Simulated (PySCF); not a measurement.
Reaction (SMILES): OCl (OH-Cl) + H+ → Cl[OH2+]
B3LYP-D3(BJ)/def2-TZVP geometries, fixed; electronic energies without zero-point terms; positive where energy is released.

Basis-set convergence of the proton affinity at PBE with PySCF. All functions are spherical. Density fitting with generated auxiliary sets. The proton sits at the site shown, which need not be the one that binds it best. No added dispersion term, no relativity. Functions are those of the species that has most. Reference: the value in def2-QZVPPD, 157.71 kcal/mol, itself unsure by roughly 0.37 kcal/mol (its mean distance from pcseg-3, def2-QZVPP, cc-pV(Q+d)Z). Deviations are taken from unrounded values.

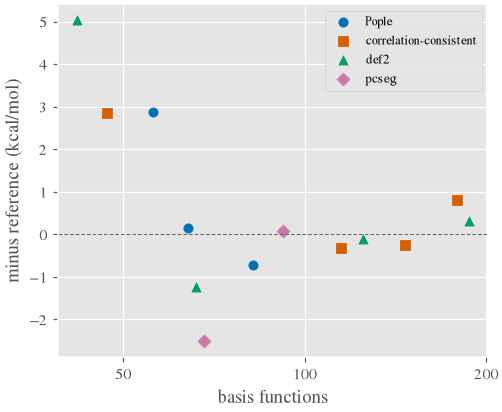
Figure: Deviation from the reference against the number of basis functions, by family of sets.

```
basis            functions  proton affinity (kcal/mol)  minus reference (kcal/mol)
---------------  ---------  --------------------------  --------------------------
def2-SVP                42                      162.74                        5.03
cc-pV(D+d)Z             47                      160.56                        2.85
6-311G**                56                      160.59                        2.88
6-311+G**               64                      157.87                        0.16
def2-SVPD               66                      156.48                       -1.24
aug-pcseg-1             68                      155.21                       -2.51
6-311++G(2d,2p)         82                      157.00                       -0.72
pcseg-2                 92                      157.78                        0.07
jun-cc-pV(T+d)Z        115                      157.40                       -0.32
def2-TZVPPD            125                      157.61                       -0.10
aug-cc-pV(T+d)Z        147                      157.46                       -0.25
cc-pV(Q+d)Z            179                      158.51                        0.80
def2-QZVPP             187                      158.02                        0.31
```
